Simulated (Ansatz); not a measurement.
# CH8Si2Te: rotation by 120° about the C2–Si3 bond, part 1 of 2

How high is the barrier for the rotation by 120° about the C2–Si3 bond? Relax the two ends, then run a nudged elastic band between them. SMILES of the start: [SiH3]C([SiH3])[TeH].

Method: RKS r2SCAN-D4/def2-SVP, in Ansatz 0.2.0.

### 1 Starting point

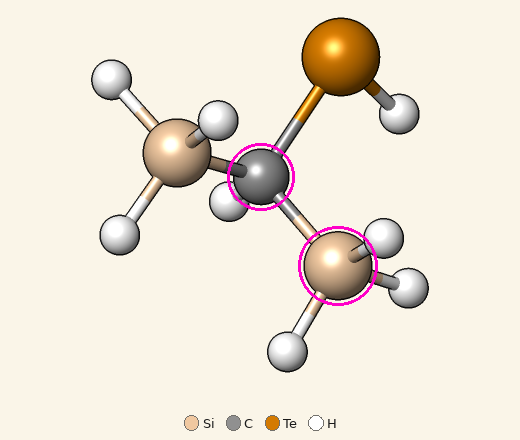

The starting structure, seen from a chosen angle (silicon light orange, carbon grey, tellurium orange, hydrogen white). Ringed: C2, Si3.

Coordinates:

```xyz
12

Si   -0.8667    1.3037   -0.6034
C    -0.4651   -0.3583   -0.0025
Si    1.1167   -0.2715    0.9260
Te   -0.1752   -1.6702   -1.6750
H    -2.1828    1.2724   -1.3711
H    -1.0656    2.2746    0.5286
H     0.1692    1.8521   -1.5017
H    -1.2232   -0.7136    0.6618
H     2.2177    0.2379    0.0955
H     1.0047    0.6384    2.1090
H     1.4905   -1.6153    1.4465
H     0.0568   -3.0054   -0.5796
```

### 2 End point A

Input file input.yaml:

```yaml
crystal:
  periodic: [false, false, false]
  atoms:
    - { symbol: Si, position_ang: [-0.8667, 1.3037, -0.6034] }
    - { symbol: C, position_ang: [-0.4651, -0.3583, -0.0025] }
    - { symbol: Si, position_ang: [1.1167, -0.2715, 0.926] }
    - { symbol: Te, position_ang: [-0.1752, -1.6702, -1.675] }
    - { symbol: H, position_ang: [-2.1828, 1.2724, -1.3711] }
    - { symbol: H, position_ang: [-1.0656, 2.2746, 0.5286] }
    - { symbol: H, position_ang: [0.1692, 1.8521, -1.5017] }
    - { symbol: H, position_ang: [-1.2232, -0.7136, 0.6618] }
    - { symbol: H, position_ang: [2.2177, 0.2379, 0.0955] }
    - { symbol: H, position_ang: [1.0047, 0.6384, 2.109] }
    - { symbol: H, position_ang: [1.4905, -1.6153, 1.4465] }
    - { symbol: H, position_ang: [0.0568, -3.0054, -0.5796] }
basis:
  gaussian: { orbitals: def2-SVP }
hamiltonian:
  xc: r2scan
  dispersion: d4
relax:
  f_tol: 0.015
  max_steps: 40
```

Command:

```bash
ansatz run input.yaml --threads 2 --pin off --max-ram 3072MiB --backend cpu --events-out ev --progress --plain --runs-dir out
```

Standard output (excerpt; [...] marks lines left out):

```text
Warning: RAYON_NUM_THREADS=2 ignored (pool sized by the plan → 2); use --threads N
[...]
Functional definition: r2SCAN
[...]
1334 factors; their error is unknown
[...]
mean field -24209.92542748 eV, -889.6983493830 hartree, gradient 6.9e-6 eV, S^2 0.000000; 0 other end points of the search recorded, 0 dependent functions left out
[...]
reference -24209.92543872 eV, -889.6983497961 hartree; 33, 33 occupied and 83, 83 virtual orbitals, 1334 factors
relax step   1: F+E_penalty+E_count = -24210.01155614 eV  Δ(F+E_penalty+E_count) = +0.000e0 eV  max|allowed force component| = 1.620e0 eV/Å  Δτ_max = 0.0000 Å  (27 SCF iters, accepted)
[...]
relax step   3: F+E_penalty+E_count = -24210.25970755 eV  Δ(F+E_penalty+E_count) = -8.488e-2 eV  max|allowed force component| = 3.813e-1 eV/Å  Δτ_max = 0.1153 Å  (28 SCF iters, accepted)
[...]
relax step   5: F+E_penalty+E_count = -24210.27449200 eV  Δ(F+E_penalty+E_count) = -2.504e-3 eV  max|allowed force component| = 1.979e-2 eV/Å  Δτ_max = 0.0461 Å  (29 SCF iters, accepted)
[...]
relax step   7: F+E_penalty+E_count = -24210.26961917 eV  Δ(F+E_penalty+E_count) = +5.342e-3 eV  max|allowed force component| = 3.125e-1 eV/Å  Δτ_max = 0.1998 Å  (28 SCF iters, rejected (line search))
[...]
relax step   9: F+E_penalty+E_count = -24210.27511758 eV  Δ(F+E_penalty+E_count) = +1.255e-3 eV  max|allowed force component| = 2.299e-1 eV/Å  Δτ_max = 0.0975 Å  (29 SCF iters, rejected (line search))
[...]
relax step  10: F+E_penalty+E_count = -24210.27777146 eV  Δ(F+E_penalty+E_count) = -1.399e-3 eV  max|allowed force component| = 3.256e-2 eV/Å  Δτ_max = 0.0487 Å  (28 SCF iters, accepted)
[...]
1334 factors; their error is unknown
mean field -24210.19360233 eV, -889.7082046272 hartree, gradient 1.6e-5 eV, S^2 0.000000; 0 other end points of the search recorded, 0 dependent functions left out
[...]
reference -24210.19361368 eV, -889.7082050441 hartree; 33, 33 occupied and 83, 83 virtual orbitals, 1334 factors
```

### 3 The output, continued: end point A relaxed

Output, continued (excerpt; [...] marks lines left out):

```text
relax step  11: F+E_penalty+E_count = -24210.27866728 eV  Δ(F+E_penalty+E_count) = -8.958e-4 eV  max|allowed force component| = 3.655e-2 eV/Å  Δτ_max = 0.0498 Å  (29 SCF iters, accepted)
[...]
relax step  17: F+E_penalty+E_count = -24210.28178019 eV  Δ(F+E_penalty+E_count) = -1.556e-4 eV  max|allowed force component| = 1.120e-2 eV/Å  Δτ_max = 0.0386 Å  (29 SCF iters, accepted)
[...]
relax step  18: F+E_penalty+E_count = -24210.28181430 eV  Δ(F+E_penalty+E_count) = -3.412e-5 eV  max|allowed force component| = 4.914e-3 eV/Å  Δτ_max = 0.0163 Å  (29 SCF iters, accepted)
1334 factors; their error is unknown
mean field -24210.19659320 eV, -889.7083145396 hartree, gradient 1.6e-5 eV, S^2 0.000000; 1 other end points of the search recorded, 0 dependent functions left out
[...]
reference -24210.19660459 eV, -889.7083149580 hartree; 33, 33 occupied and 83, 83 virtual orbitals, 1334 factors
[...]
Atom 2 at     1.141533    -0.351597     0.982902 Å, force    -0.003893    -0.001421     0.000018 eV/Å
Atom 3 at    -0.555999    -1.801276    -1.531941 Å, force     0.002475    -0.002667     0.001145 eV/Å
Atom 4 at    -2.140684     1.282501    -1.518118 Å, force    -0.002293    -0.000500    -0.000926 eV/Å
Atom 5 at    -1.213954     2.331158     0.467651 Å, force    -0.000376     0.001534     0.000998 eV/Å
Atom 6 at     0.217786     1.870719    -1.452063 Å, force     0.001433     0.000139    -0.001547 eV/Å
Atom 7 at    -1.312809    -0.609794     0.798963 Å, force    -0.003116    -0.001174     0.003252 eV/Å
Atom 8 at     2.240603    -0.029846     0.026772 Å, force     0.001906     0.000640    -0.001875 eV/Å
Atom 9 at     1.134068     0.662989     2.083338 Å, force    -0.000079     0.001263     0.002257 eV/Å
Atom 10 at     1.386693    -1.700910     1.576386 Å, force     0.000057    -0.000823    -0.000226 eV/Å
Atom 11 at     0.629878    -2.756888    -0.844629 Å, force    -0.002274     0.002410    -0.002064 eV/Å
Dipole moment:    -0.040206    -0.029978     0.119752 e Å
```

Run time: 28 s. Hardware: 2 threads of AMD EPYC 9R45 (Zen 5), shared host; peak memory 0.21 GiB.

Relaxation path:

| step | energy from step 1 (eV) | largest force component (eV/Å) |
| --- | --- | --- |
| 1 | 0.0000 | 1.6198 |
| 2 | -0.1633 | 1.0685 |
| 3 | -0.2482 | 0.3813 |
| 4 | -0.2604 | 0.1694 |
| 5 | -0.2629 | 0.0198 |
| 6 | -0.2634 | 0.0118 |
| 7x | -0.2581 | 0.3125 |
| 8 | -0.2648 | 0.0781 |
| 9x | -0.2636 | 0.2299 |
| 10 | -0.2662 | 0.0326 |
| 11 | -0.2671 | 0.0365 |
| 12 | -0.2678 | 0.0883 |
| 13 | -0.2683 | 0.0773 |
| 14 | -0.2694 | 0.0547 |
| 15 | -0.2698 | 0.0258 |
| 16 | -0.2701 | 0.0133 |
| 17 | -0.2702 | 0.0112 |
| 18 | -0.2703 | 0.0049 |

Step 1 is the start. 2 steps were tried and not accepted (marked x).

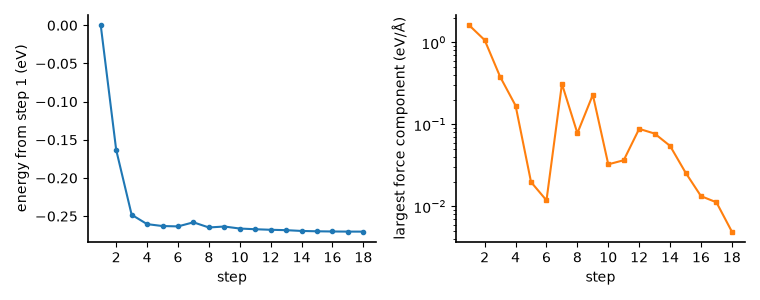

How energy and force went from step to step.

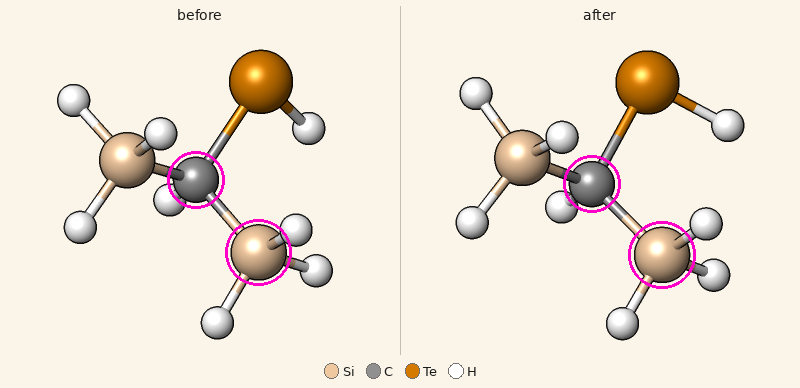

The structure before (left) and after (right), drawn at the same scale.

After: Bond lengths: Si1–C2 1.890 Å, C2–Si3 1.886 Å, C2–Te4 2.193 Å, Si1–H5 1.495 Å, Si1–H6 1.495 Å, Si1–H7 1.492 Å, C2–H8 1.104 Å, Si3–H9 1.492 Å, Si3–H10 1.497 Å, Si3–H11 1.494 Å, Te4–H12 1.671 Å. Angles (14 of 19 angles, heavy atoms first): Si1–C2–Si3 112.9°, Si1–C2–Te4 108.3°, Si3–C2–Te4 110.8°, Si1–C2–H8 109.0°, Si3–C2–H8 108.9°, Te4–C2–H8 106.7°, C2–Si1–H5 110.5°, C2–Si1–H6 109.3°, C2–Si1–H7 110.0°, C2–Si3–H9 109.9°, C2–Si3–H10 109.5°, C2–Si3–H11 110.3°, C2–Te4–H12 94.0°, H5–Si1–H6 108.7°.

### 4 Relaxing end B

The second end starts from a geometry with the move made by hand.

input.yaml, as its differences from that of step 2:

```diff
@@ -11,5 +11,5 @@
     - { symbol: H, position_ang: [-1.2232, -0.7136, 0.6618] }
-    - { symbol: H, position_ang: [2.2177, 0.2379, 0.0955] }
-    - { symbol: H, position_ang: [1.0047, 0.6384, 2.109] }
-    - { symbol: H, position_ang: [1.4905, -1.6153, 1.4465] }
+    - { symbol: H, position_ang: [1.02315, 0.6147, 2.09533] }
+    - { symbol: H, position_ang: [1.52654, -1.61942, 1.43106] }
+    - { symbol: H, position_ang: [2.21366, 0.21277, 0.04362] }
     - { symbol: H, position_ang: [0.0568, -3.0054, -0.5796] }
```

Command:

```bash
ansatz run input.yaml --threads 2 --pin off --max-ram 3072MiB --backend cpu --events-out ev --progress --plain --runs-dir out
```

Standard output (excerpt; [...] marks lines left out):

```text
Warning: RAYON_NUM_THREADS=2 ignored (pool sized by the plan → 2); use --threads N
[...]
[... 1 set-up line as earlier in the session ...]
[...]
1334 factors; their error is unknown
[...]
mean field -24209.92138596 eV, -889.6982008601 hartree, gradient 7.0e-6 eV, S^2 0.000000; 0 other end points of the search recorded, 0 dependent functions left out
[...]
reference -24209.92139720 eV, -889.6982012729 hartree; 33, 33 occupied and 83, 83 virtual orbitals, 1334 factors
relax step   1: F+E_penalty+E_count = -24210.00753851 eV  Δ(F+E_penalty+E_count) = +0.000e0 eV  max|allowed force component| = 1.609e0 eV/Å  Δτ_max = 0.0000 Å  (27 SCF iters, accepted)
[...]
relax step   4: F+E_penalty+E_count = -24210.27163199 eV  Δ(F+E_penalty+E_count) = -1.248e-2 eV  max|allowed force component| = 1.023e-1 eV/Å  Δτ_max = 0.1186 Å  (28 SCF iters, accepted)
[...]
relax step   7: F+E_penalty+E_count = -24210.26829844 eV  Δ(F+E_penalty+E_count) = +6.169e-3 eV  max|allowed force component| = 1.955e-1 eV/Å  Δτ_max = 0.0663 Å  (28 SCF iters, rejected (line search))
[...]
relax step  10: F+E_penalty+E_count = -24210.27560532 eV  Δ(F+E_penalty+E_count) = +6.227e-4 eV  max|allowed force component| = 1.871e-1 eV/Å  Δτ_max = 0.0811 Å  (28 SCF iters, rejected (line search))
[...]
relax step  11: F+E_penalty+E_count = -24210.27726814 eV  Δ(F+E_penalty+E_count) = -1.040e-3 eV  max|allowed force component| = 5.496e-2 eV/Å  Δτ_max = 0.0389 Å  (29 SCF iters, accepted)
[...]
relax step  12: F+E_penalty+E_count = -24210.27860225 eV  Δ(F+E_penalty+E_count) = -1.334e-3 eV  max|allowed force component| = 6.974e-2 eV/Å  Δτ_max = 0.0736 Å  (29 SCF iters, accepted)
[...]
1334 factors; their error is unknown
[...]
mean field -24210.19328840 eV, -889.7081930901 hartree, gradient 2.3e-5 eV, S^2 0.000000; 0 other end points of the search recorded, 0 dependent functions left out
[...]
reference -24210.19329979 eV, -889.7081935088 hartree; 33, 33 occupied and 83, 83 virtual orbitals, 1334 factors
```

### 5 The log goes on: end point B relaxed

Output, continued (excerpt; [...] marks lines left out):

```text
relax step  13: F+E_penalty+E_count = -24210.27839681 eV  Δ(F+E_penalty+E_count) = +2.054e-4 eV  max|allowed force component| = 1.654e-1 eV/Å  Δτ_max = 0.1097 Å  (28 SCF iters, rejected (line search))
[...]
relax step  19: F+E_penalty+E_count = -24210.28169696 eV  Δ(F+E_penalty+E_count) = -1.644e-4 eV  max|allowed force component| = 7.112e-3 eV/Å  Δτ_max = 0.0269 Å  (30 SCF iters, accepted)
[...]
relax step  20: F+E_penalty+E_count = -24210.28178731 eV  Δ(F+E_penalty+E_count) = -9.034e-5 eV  max|allowed force component| = 8.156e-3 eV/Å  Δτ_max = 0.0362 Å  (29 SCF iters, accepted)
1334 factors; their error is unknown
[...]
mean field -24210.19656641 eV, -889.7083135550 hartree, gradient 1.6e-5 eV, S^2 0.000000; 1 other end points of the search recorded, 0 dependent functions left out
[...]
Atom 2 at     1.153679    -0.356052     0.967022 Å, force     0.006112    -0.003142    -0.000375 eV/Å
Atom 3 at    -0.559789    -1.802211    -1.537694 Å, force    -0.000283    -0.002265     0.000499 eV/Å
Atom 4 at    -2.144224     1.278969    -1.511626 Å, force    -0.000878     0.000156    -0.000280 eV/Å
Atom 5 at    -1.208736     2.326735     0.470549 Å, force     0.000101     0.000864     0.001566 eV/Å
Atom 6 at     0.214048     1.869673    -1.456567 Å, force     0.000378    -0.000417    -0.001181 eV/Å
Atom 7 at    -1.303339    -0.614223     0.799913 Å, force     0.008156     0.002572    -0.005173 eV/Å
Atom 8 at     1.154322     0.655567     2.070410 Å, force    -0.000577     0.000143     0.000491 eV/Å
Atom 9 at     1.404533    -1.706976     1.555135 Å, force    -0.000717     0.003611    -0.001503 eV/Å
Atom 10 at     2.245214    -0.030987     0.002710 Å, force    -0.003759    -0.000992     0.004457 eV/Å
Atom 11 at     0.615346    -2.769711    -0.848803 Å, force    -0.000710     0.002243    -0.001042 eV/Å
Dipole moment:    -0.040352    -0.029996     0.120334 e Å
```

Run time: 30 s. Hardware: 2 threads of AMD EPYC 9R45 (Zen 5), shared host; peak memory 0.21 GiB.

The steps of the relaxation:

| step | energy from step 1 (eV) | largest force component (eV/Å) |
| --- | --- | --- |
| 1 | 0.0000 | 1.6089 |
| 2 | -0.1701 | 1.0626 |
| 3 | -0.2516 | 0.3809 |
| 4 | -0.2641 | 0.1023 |
| 5 | -0.2666 | 0.0150 |
| 6 | -0.2669 | 0.0260 |
| 7x | -0.2608 | 0.1955 |
| 8 | -0.2675 | 0.0119 |
| 9 | -0.2687 | 0.0914 |
| 10x | -0.2681 | 0.1871 |
| 11 | -0.2697 | 0.0550 |
| 12 | -0.2711 | 0.0697 |
| 13x | -0.2709 | 0.1654 |
| 14 | -0.2721 | 0.0394 |
| 15 | -0.2730 | 0.0454 |
| 16 | -0.2734 | 0.0595 |
| 17 | -0.2737 | 0.0631 |
| 18 | -0.2740 | 0.0232 |
| 19 | -0.2742 | 0.0071 |
| 20 | -0.2742 | 0.0082 |

Step 1 is the start. 3 steps were tried and not accepted (marked x).

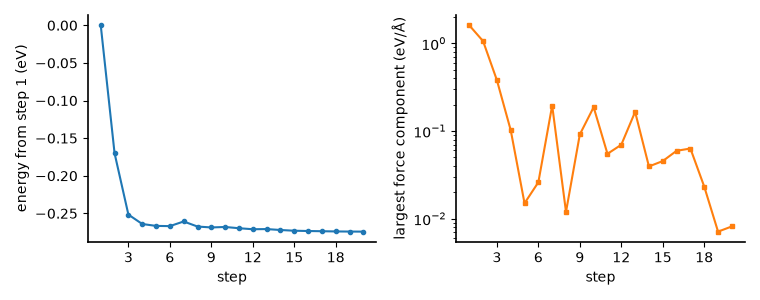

Energy and largest force along the relaxation.

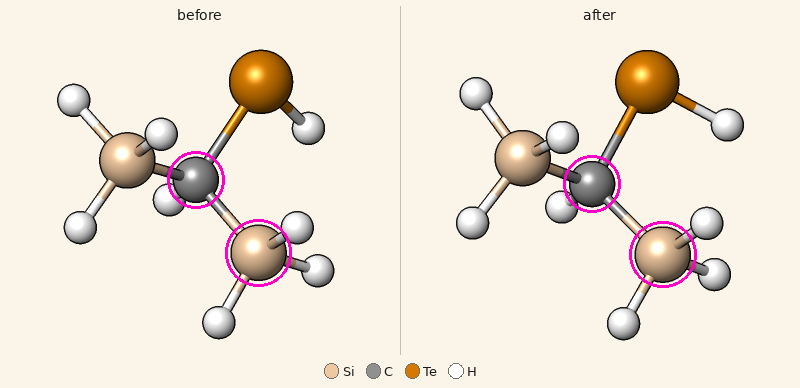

Before and after, at one scale.

After: Bond lengths: Si1–C2 1.890 Å, C2–Si3 1.886 Å, C2–Te4 2.193 Å, Si1–H5 1.495 Å, Si1–H6 1.495 Å, Si1–H7 1.492 Å, C2–H8 1.105 Å, Si3–H9 1.497 Å, Si3–H10 1.495 Å, Si3–H11 1.492 Å, Te4–H12 1.671 Å. Angles (14 of 19 angles, heavy atoms first): Si1–C2–Si3 112.9°, Si1–C2–Te4 108.3°, Si3–C2–Te4 110.8°, Si1–C2–H8 108.9°, Si3–C2–H8 109.0°, Te4–C2–H8 106.8°, C2–Si1–H5 110.5°, C2–Si1–H6 109.3°, C2–Si1–H7 110.0°, C2–Si3–H9 109.6°, C2–Si3–H10 110.3°, C2–Si3–H11 109.9°, C2–Te4–H12 94.0°, H5–Si1–H6 108.7°.

### 6 The band

crystal.atoms is end A as relaxed above, and neb.final_atoms is end B, turned to lie on A. With 7 inner images the band has 9 in all.

Input file input.yaml:

```yaml
crystal:
  periodic: [false, false, false]
  atoms:
    - { symbol: Si, position_ang: [-0.931549, 1.370463, -0.642848] }
    - { symbol: C, position_ang: [-0.518567, -0.322718, 0.087688] }
    - { symbol: Si, position_ang: [1.141533, -0.351597, 0.982902] }
    - { symbol: Te, position_ang: [-0.555999, -1.801276, -1.531941] }
    - { symbol: H, position_ang: [-2.140684, 1.282501, -1.518118] }
    - { symbol: H, position_ang: [-1.213954, 2.331158, 0.467651] }
    - { symbol: H, position_ang: [0.217786, 1.870719, -1.452063] }
    - { symbol: H, position_ang: [-1.312809, -0.609794, 0.798963] }
    - { symbol: H, position_ang: [2.240603, -0.029846, 0.026772] }
    - { symbol: H, position_ang: [1.134068, 0.662989, 2.083338] }
    - { symbol: H, position_ang: [1.386693, -1.70091, 1.576386] }
    - { symbol: H, position_ang: [0.629878, -2.756888, -0.844629] }
basis:
  gaussian: { orbitals: def2-SVP }
hamiltonian:
  xc: r2scan
  dispersion: d4
neb:
  order_check: false
  images: 7
  f_tol: 0.03
  max_iterations: 60
  initial_path: idpp
  final_atoms:
    - { symbol: Si, position_ang: [-0.8326519, 1.33980368, -0.81972198] }
    - { symbol: C, position_ang: [-0.53935877, -0.24964522, 0.15929614] }
    - { symbol: Si, position_ang: [1.1587393, -0.30527508, 0.9782746] }
    - { symbol: Te, position_ang: [-0.80454723, -1.95303966, -1.19688713] }
    - { symbol: H, position_ang: [-2.09062395, 1.23607651, -1.62153837] }
    - { symbol: H, position_ang: [-0.96411558, 2.48730534, 0.12985377] }
    - { symbol: H, position_ang: [0.31237317, 1.58840266, -1.74352459] }
    - { symbol: H, position_ang: [-1.31690523, -0.33898339, 0.93873929] }
    - { symbol: H, position_ang: [1.30870017, 0.86410855, 1.90071276] }
    - { symbol: H, position_ang: [1.3110017, -1.56339698, 1.77057866] }
    - { symbol: H, position_ang: [2.22672788, -0.24929881, -0.06253307] }
    - { symbol: H, position_ang: [0.30765944, -2.91125659, -0.39914909] }
```

Command:

```bash
ansatz run input.yaml --threads 2 --pin off --max-ram 3072MiB --backend cpu --events-out ev --progress --plain --runs-dir out
```

Standard output (excerpt; [...] marks lines left out):

```text
Warning: RAYON_NUM_THREADS=2 ignored (pool sized by the plan → 2); use --threads N
[...]
[... 1 set-up line as earlier in the session ...]
[...]
1334 factors; their error is unknown
[...]
mean field -24210.19659408 eV, -889.7083145718 hartree, gradient 3.8e-5 eV, S^2 0.000000; 0 other end points of the search recorded, 0 dependent functions left out
[...]
reference -24210.19660550 eV, -889.7083149916 hartree; 33, 33 occupied and 83, 83 virtual orbitals, 1334 factors
1334 factors; their error is unknown
[...]
mean field -24210.19655283 eV, -889.7083130559 hartree, gradient 3.7e-5 eV, S^2 0.000000; 0 other end points of the search recorded, 0 dependent functions left out
[...]
reference -24210.19656422 eV, -889.7083134745 hartree; 33, 33 occupied and 83, 83 virtual orbitals, 1334 factors
NEB end point (image 0): max|allowed force component| = 4.627e-3 eV/Å (the criterion of neb.relax_end_points is 1.000e-2)
[...]
Atom 2 at     1.130253    -0.219676     1.054142 Å, force    -0.002762    -0.000226    -0.001350 eV/Å
Atom 3 at    -1.006303    -2.047292    -0.939879 Å, force     0.000526    -0.003209    -0.003007 eV/Å
Atom 4 at    -1.969835     1.178091    -1.803276 Å, force    -0.000223    -0.000548     0.001329 eV/Å
Atom 5 at    -0.643841     2.526180    -0.273798 Å, force     0.000361    -0.000264    -0.000158 eV/Å
Atom 6 at     0.453128     1.212478    -2.009238 Å, force    -0.000364    -0.000169    -0.000080 eV/Å
Atom 7 at    -1.340521    -0.102264     0.921637 Å, force    -0.001801     0.002113    -0.002270 eV/Å
Atom 8 at     1.974164     0.920238     0.577689 Å, force     0.001234     0.000465    -0.000146 eV/Å
Atom 9 at     0.905037    -0.052190     2.521854 Å, force     0.000355    -0.000626     0.000725 eV/Å
Atom 10 at     1.884318    -1.485284     0.821509 Å, force     0.000067    -0.000595     0.000167 eV/Å
Atom 11 at    -0.079147    -3.024377     0.045015 Å, force    -0.000467     0.000322     0.000748 eV/Å
Dipole moment:    -0.019308     0.013352     0.137808 e Å
this run last wrote the band of iteration 8 to <dir>
```

Run time: 92 s. Hardware: 2 threads of AMD EPYC 9R45 (Zen 5), shared host; peak memory 0.21 GiB.

(Continued in part 2 of 2.)
